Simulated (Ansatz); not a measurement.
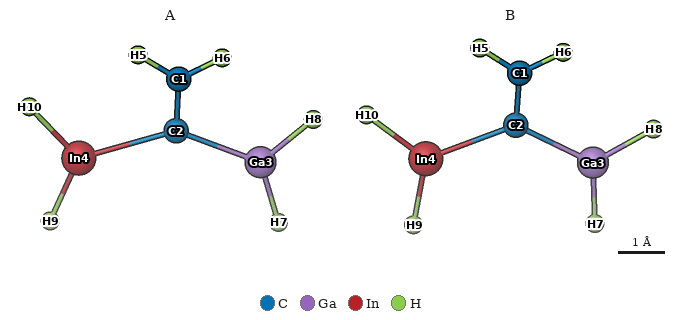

Two geometries of C₂H₆GaIn, drawn at one scale. One is the start of a relaxation, the other its converged end. A ball-and-stick model, seen at a tilt.

Computed with RKS PBE0-D4/def2-TZVP (Ansatz). Settings: force threshold 0.005 eV/Å; at most 150 steps.

**Which geometry has the lower energy?**

Structure B is the relaxed one. The start comes from GFN2-xTB. The largest moves after the best rigid fit, 0.52 Å, are those of H7 and H9. Largest moves by element: H 0.52 Å, Ga 0.17 Å, C 0.16 Å, In 0.15 Å. Among the contacts that change: C2–In4 2.241 → 2.148 Å, C2–Ga3 2.022 → 1.956 Å, In4–H9 1.766 → 1.724 Å, In4–H10 1.755 → 1.733 Å. Among the angles between lasting bonds that change: Ga3–C2–In4 138.6° → 126.8°, C1–C2–In4 110.0° → 116.8°, C2–Ga3–H7 128.0° → 121.6°. Over 11 geometry steps the energy falls by 0.172 eV. Largest force component: 1 eV/Å at the start, 0.005 eV/Å at the end. The forces were under the threshold at step 8, but the run went on from there.
